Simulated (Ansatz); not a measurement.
# One shape, several levels: triplet AlCl

Aim: a comparison of 6 runs (UHF/3-21G, UB3LYP/6-31G*, U-r2SCAN/aug-cc-pVTZ, U-wB97M-V/aug-cc-pVTZ, UPBE/aug-cc-pVTZ, UBCCD(T)/aug-cc-pVTZ) of triplet AlCl. 

The calculation is run with Ansatz 0.2.0.

34 further runs of the same task are left out: 34 set aside as unsound or not needed.

## 1. The molecule

AlCl has 2 atoms, charge 0, and is taken as a triplet. SMILES of the parent species: `[Al][Cl]`. The bond length is the one measured for the parent species. That shape belongs to the parent species and isn't relaxed for this state.

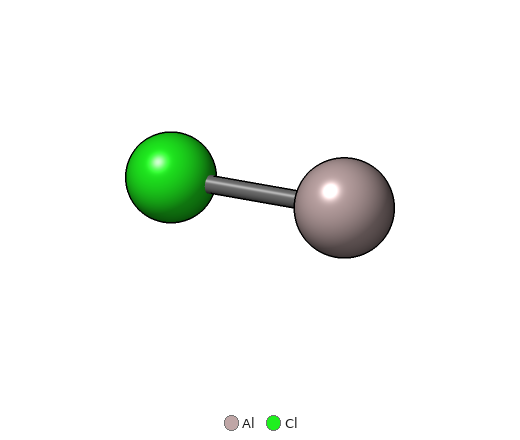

Viewed from a chosen angle; aluminium light grey, chlorine green.

## 2. A single-point energy at UHF/3-21G (run 1)

molecule.yaml reads:

```yaml
crystal:
  periodic: [false, false, false]
  atoms:
    - {symbol: Al, position_ang: [0.000000, 0.000000, 0.000000]}
    - {symbol: Cl, position_ang: [0.000000, 0.000000, 2.130113]}
basis:
  gaussian:
    orbitals: 3-21G.json
magnetization:
  spin_polarized: true
  initial_magnetization: 2
hamiltonian:
  xc: hf
output: {orbitals: {seedname: orbitals}}
accuracy: high
```

The basis set 3-21G is read from a file made from the Basis Set Exchange's data (not shown).

On the command line:

```sh
$ ansatz run molecule.yaml --threads 1 --pin off --max-ram 3480MiB --events-out events.jsonl --progress --plain --runs-dir runs
```

The log of the run:

```text
Warning: RAYON_NUM_THREADS=1 ignored (pool sized by the plan → 1); use --threads N
Functional definition: HF
  name "HF"
  exchange = exact_x
  correlation = 0
515 factors; integrals over basis functions are off by at most 3.2e-9 eV
mean field evaluation 1: about -18989.0999 eV, gradient 7.2e0 eV
mean field evaluation 2: about -18989.1040 eV, gradient 7.2e0 eV
mean field evaluation 4: about -18989.9892 eV, gradient 1.6e0 eV
mean field evaluation 8: about -18990.0764 eV, gradient 8.6e-2 eV
mean field evaluation 16: about -18990.0766 eV, gradient 1.5e-8 eV
mean field -18990.07657714 eV, -697.8724422737 hartree, gradient 1.5e-8 eV, S^2 2.002514; 0 other end points of the search recorded, 0 dependent functions left out
reference -18990.07657714 eV, -697.8724422737 hartree; 16, 14 occupied and 10, 12 virtual orbitals, 515 factors
Total energy: -18990.07657714 eV, -697.8724422737 hartree
```

Run time: 0.35 s. Hardware: 1 thread of AMD EPYC 7R13 (Zen 3), shared host.

## 3. A single-point energy at UB3LYP/6-31G(d) (Cartesian functions) (run 2)

input.yaml reads:

```yaml
crystal:
  periodic: [false, false, false]
  atoms:
    - {symbol: Al, position_ang: [0.000000, 0.000000, 0.000000]}
    - {symbol: Cl, position_ang: [0.000000, 0.000000, 2.130113]}
basis:
  gaussian:
    orbitals: "6-31G*"
magnetization:
  spin_polarized: true
  initial_magnetization: 2
hamiltonian:
  xc: {name: B3LYP}
accuracy: high
output: {orbitals: {seedname: orbitals}}
```

On the command line:

```sh
$ ansatz run input.yaml --threads 1 --pin off --max-ram 3480MiB --events-out events.jsonl --progress --plain --runs-dir runs
```

The log of the run:

```text
Warning: RAYON_NUM_THREADS=1 ignored (pool sized by the plan → 1); use --threads N
Functional definition: B3LYP
  name "B3LYP"
  parameter a0 = 0.2
  parameter ax = 0.72
  parameter ac = 0.81
  exchange = (1 - a0 - ax)*slater_x + ax*b88_x + a0*exact_x
  correlation = (1 - ac)*vwn_rpa_c + ac*lyp_c
634 factors; integrals over basis functions are off by at most 3.1e-9 eV
mean field evaluation 1: about -19117.3659 eV, gradient 9.2e0 eV
mean field evaluation 2: about -19116.8744 eV, gradient 1.3e1 eV
mean field evaluation 4: about -19118.0089 eV, gradient 4.5e-1 eV
mean field evaluation 8: about -19118.0336 eV, gradient 5.7e-3 eV
mean field evaluation 16: about -19118.0336 eV, gradient 2.8e-7 eV
mean field evaluation 32: about -19118.0336 eV, gradient 2.2e-8 eV
mean field -19118.03359245 eV, -702.5747758538 hartree, gradient 2.2e-8 eV, S^2 2.001402; 1 other end points of the search recorded, 0 dependent functions left out
reference -19118.03361928 eV, -702.5747768398 hartree; 16, 14 occupied and 22, 24 virtual orbitals, 634 factors
Total energy: -19118.03361928 eV, -702.5747768398 hartree
```

Run time: 3.3 s. Hardware: 1 thread of AMD EPYC 7R13 (Zen 3), shared host; peak memory 0.15 GiB.

Runs 3 to 4 aren't shown in full; the table further down has their settings and results.

## 4. The energy at UPBE/aug-cc-pVTZ (run 5)

run.yaml reads:

```yaml
crystal:
  periodic: [false, false, false]
  atoms:
    - {symbol: Al, position_ang: [0.000000, 0.000000, 0.000000]}
    - {symbol: Cl, position_ang: [0.000000, 0.000000, 2.130113]}
basis:
  gaussian: {orbitals: aug-cc-pVTZ}
accuracy: high
hamiltonian: {xc: pbe}
magnetization: {spin_polarized: true, initial_magnetization: 2}
output: {orbitals: {seedname: orbitals}}
```

On the command line:

```sh
$ ansatz run run.yaml --threads 1 --pin off --max-ram 3480MiB --events-out events.jsonl --progress --plain --runs-dir runs
```

The log of the run:

```text
Warning: RAYON_NUM_THREADS=1 ignored (pool sized by the plan → 1); use --threads N
Functional definition: PBE
  name "PBE"
  parameter kappa = 0.804
  parameter beta = 0.06672455060314922
  exchange = pbe_x(kappa = kappa, mu = beta*pi^2/3)
  correlation = pbe_c(beta = beta)
1311 factors; integrals over basis functions are off by at most 4.0e-9 eV
mean field evaluation 1: about -19109.1625 eV, gradient 1.2e1 eV
mean field evaluation 2: about -19106.8086 eV, gradient 2.3e1 eV
mean field evaluation 4: about -19110.0805 eV, gradient 1.0e0 eV
mean field evaluation 8: about -19110.0824 eV, gradient 4.1e-3 eV
mean field evaluation 16: about -19110.0824 eV, gradient 1.9e-6 eV
mean field evaluation 32: about -19103.9802 eV, gradient 1.6e1 eV
mean field evaluation 64: about -19106.2576 eV, gradient 2.2e0 eV
mean field -19110.08239058 eV, -702.2825745748 hartree, gradient 4.2e-8 eV, S^2 2.001637; 7 other end points of the search recorded, 0 dependent functions left out
reference -19110.08239661 eV, -702.2825747963 hartree; 16, 14 occupied and 84, 86 virtual orbitals, 1311 factors
Total energy: -19110.08239661 eV, -702.2825747963 hartree
```

It took 13 s on 1 thread of AMD EPYC 7R13 (Zen 3), shared host; peak memory 0.26 GiB.

## 5. A single-point energy at UBCCD(T)/aug-cc-pVTZ (run 6)

job.yaml reads:

```yaml
crystal:
  periodic: [false, false, false]
  atoms:
    - {symbol: Al, position_ang: [0.000000, 0.000000, 0.000000]}
    - {symbol: Cl, position_ang: [0.000000, 0.000000, 2.130113]}
basis:
  gaussian: {orbitals: aug-cc-pVTZ}
magnetization: {spin_polarized: true, initial_magnetization: 2}
correlation: {method: bccd_t, frozen_orbitals: {Al: 5, Cl: 5}}
accuracy: high
scf: {omitted_lower_state_checks: [cluster_reference, increment]}
```

On the command line:

```sh
$ ansatz run job.yaml --threads 1 --pin off --max-ram 3480MiB --events-out events.jsonl --progress --plain --runs-dir runs
```

The log of the run, shortened:

```text
Warning: RAYON_NUM_THREADS=1 ignored (pool sized by the plan → 1); use --threads N
[... 2 set-up lines as earlier in the session ...]
[...]
1311 factors; integrals over basis functions are off by at most 4.0e-9 eV
[...]
mean field -19086.98868092 eV, -701.4338963984 hartree, gradient 8.2e-8 eV, S^2 2.002805; 2 other end points of the search recorded, 0 dependent functions left out
10 core orbitals not correlated: weight in the atoms' cores, before any rotation towards them, 1.000 or more for the frozen orbitals, at most 0.000 for the correlated occupied ones
reference -19086.98868092 eV, -701.4338963984 hartree; 6, 4 occupied and 84, 86 virtual orbitals, 1311 factors
second order -6.01595064 eV of doubles, -0.00000000 eV of singles
cycle   1  -6.38382041 eV  change   -3.7e-1 eV  update   5.3e-2
[...]
cycle  23  -6.54674261 eV  change  -2.1e-10 eV  update  8.1e-10
perturbative correction -0.30303350 eV, -0.0111362758 hartree
Total energy: -19093.83845704 eV, -701.6856210276 hartree
Checks for a lower state left out: cluster_reference, increment
```

Run time: 19 s. Hardware: 1 thread of AMD EPYC 7R13 (Zen 3), shared host; peak memory 1.1 GiB.

## 6. The series

```csv
run,level,Cartesian functions,frozen core orbitals,energy (Eh),HOMO energy (eV),⟨S²⟩,wall time
1,UHF/3-21G,no,–,-697.872442,-6.76,2.003,0.35 s
2,UB3LYP/6-31G* (Cartesian functions),yes,–,-702.574777,-3.95,2.001,3.3 s
3,U-r2SCAN/aug-cc-pVTZ,no,–,-702.553570,-3.61,2.003,16 s
4,U-wB97M-V/aug-cc-pVTZ,no,–,-702.560885,-5.64,2.001,44 s
5,UPBE/aug-cc-pVTZ,no,–,-702.282575,-3.40,2.002,13 s
6,UBCCD(T)/aug-cc-pVTZ,no,10,-701.685621,–,2.003,19 s
```

## 7. What came out

| quantity | value |
| --- | --- |
| run 6: total energy | -701.68562 Eh |
| run 6: correlation energy (10 core orbitals frozen) | -251.7 mEh |
| run 6: (T) correction | -11.14 mEh |
| run 6: ⟨S²⟩ of the reference determinant | 2.003 |

What this shows: Totals of different functionals can't be ranked against each other. All runs together took 96 s, the longest 44 s.
